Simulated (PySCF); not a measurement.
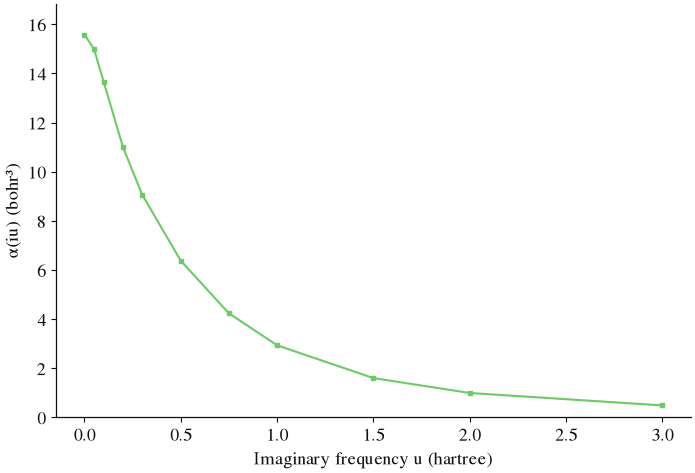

Dipole polarisability at imaginary frequency of an atom or ion with 51 electrons in the configuration [Kr] 4d¹⁰ 5s 5p³ 5d. Coupled response at the PBE0 level; PySCF, aug-cc-pVDZ-PP with a 28-electron core potential, unrestricted single determinants, no spin-orbit coupling.

### Which species is it, and what does the curve give?

I²⁺. The static dipole polarisability is 15.6 bohr³; α(iu) falls to half of it near u = 0.38 hartree. The Casimir–Polder integral gives C₆ = 69.8 hartree bohr⁶ for two such species.
